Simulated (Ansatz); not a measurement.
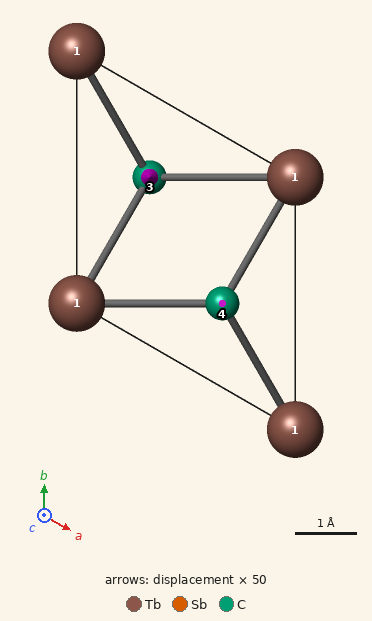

A relaxation of solid TbSbC2 (a generated structure, set up in P-3m1) (coarse preliminary run). The starting structure is drawn; purple arrows show the displacements (the part carried along by the change of the cell is left out), 50 times their true length.

Style: ball-and-stick. Shown: the cell of the calculation, along the c axis.

Level of theory: DFT PBE, scalar-relativistic, plane waves, PAW; 4f electrons in the core of a trivalent norm-conserving potential in Ansatz.

Input file:
```yaml
crystal:
  lattice:
    - [4.18561949, 0.0, 0.0]
    - [-2.09280975, 3.62485281, 0.0]
    - [0.0, 0.0, 5.82523247]
  atoms:
    - { symbol: Tb, position: [0.0, 0.0, 0.0] }
    - { symbol: Sb, position: [0.0, 0.0, 0.5] }
    - { symbol: C, position: [0.33333333, 0.66666667, 0.72109178] }
    - { symbol: C, position: [0.66666667, 0.33333333, 0.27890822] }
basis:
  ecutwfc: 690
kpoints:
  mp_grid: { grid: [6, 6, 4] }
hamiltonian:
  xc: pbe
  pseudopotentials:
    kind: paw
    azcp: { Tb: "pseudopotentials/pbe/nc/lanthanide_3plus/Tb.nc.azcp" }
scf:
  occupations: { method: gaussian, width: 0.1 }
  lower_state_search: "off"
output:
  forces: true
  stress: true
  eigenvalues: true
relax:
  adjacent_minimum: "off"
  f_tol: 0.04
  max_steps: 70
  cell: { stress_tol: 0.4 }
```

Launched with:
```bash
ansatz run input.yaml --threads 1 --pin off --max-ram 2560MiB --backend cpu --events-out ev --progress --plain --runs-dir out
```

Q: Which element moves most?

A: Carbon: up to 0.017 Å, against 0.000 Å for terbium.

Q: Describe the change and its energy.

A: The largest moves relative to the cell, 0.017 Å, are those of C3 and C4. C4 goes along −c. Tb and Sb stay in place. The volume changes by −32.3 %, with a = b 4.186 → 3.411 Å (−18.5 %), c 5.825 → 5.938 Å (+1.9 %). Among the contacts that change: Tb1–Tb1 4.186 → 3.411 Å, Sb2–C3 2.738 → 2.376 Å, Tb1–C3 2.912 → 2.562 Å, Tb1–Sb2 2.913 → 2.969 Å. Among the angles between lasting bonds that change: Tb1–C4–Tb1 91.9° → 83.5°. The space group stays P-3m1 (No. 164). Over 6 accepted moves (7 points after the start) the energy falls by 894 meV per atom. Largest force component: 0.78 eV/Å at the start, 0.018 eV/Å at the end. The pressure goes from −15.98 to 0.16 GPa. The SCF was repeated once at an unchanged geometry on a basis and grid sized afresh for the cell, which shifted the energy by 0.1 meV per atom at most. The run took 44 s on 1 thread of Intel(R) Xeon(R) Processor @ 2.70GHz, with other jobs on the host, peak memory 0.45 GiB.
